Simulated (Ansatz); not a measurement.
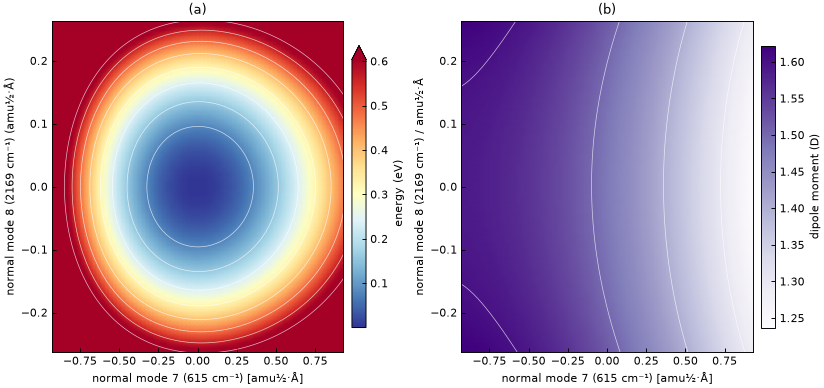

H2Si3, SMILES [Si]1=[SiH][SiH]=1. The first coordinate is: normal mode 7 (615 cm⁻¹); the second: normal mode 8 (2169 cm⁻¹). Nothing is relaxed (straight displacements along the two mass-weighted modes). The scan uses a 9 × 9 grid. Energies: eV, counted from the lowest grid point. These are results of RKS r2SCAN-D4/def2-TZVP in Ansatz, not measurements.

Panel (a) is the energy and panel (b) the computed dipole moment on the same grid.

The picture shows a smooth colour map with a few white contour lines, one colour for all values above the top of the scale. Between grid points the surface is interpolated.

How does the dipole moment vary over the map, and what is it at the lowest grid point?

Leaving out the highest fifth of the energies, it runs from 1.24 D at normal mode 7 (615 cm⁻¹) = 0.929 amu½·Å, normal mode 8 (2169 cm⁻¹) = 0.000 amu½·Å to 1.60 D at normal mode 7 (615 cm⁻¹) = −0.697 amu½·Å, normal mode 8 (2169 cm⁻¹) = −0.198 amu½·Å. At the lowest grid point, normal mode 7 (615 cm⁻¹) = 0.000 amu½·Å, normal mode 8 (2169 cm⁻¹) = 0.000 amu½·Å, it is 1.48 D.
